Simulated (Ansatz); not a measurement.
**Ge (diamond structure), cut as (100) film, 6 layers, 2x1 monofluoride, F-ended**

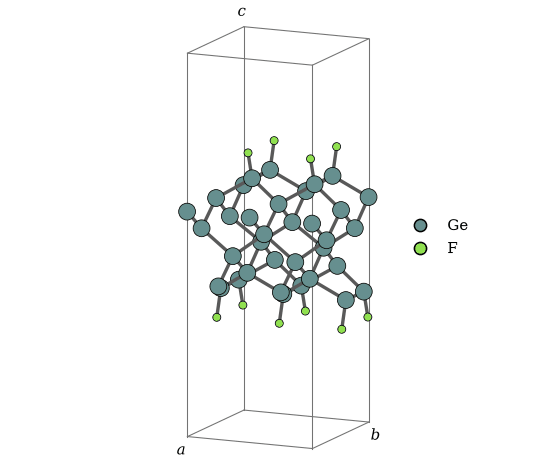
Figure: Optimised geometry, one periodic cell

Level of theory: PBE (plane waves to 420 eV, PAW; Ansatz, a quantum-chemistry and plane-wave program).

- change of bonding against the cut: none
- number of neighbours within 2.981 Å (ending not counted): 3 for 8 atoms, 4 for 16 atoms
- mean Ge-Ge distance (least to greatest): 2.504 Å (2.457 to 2.591)
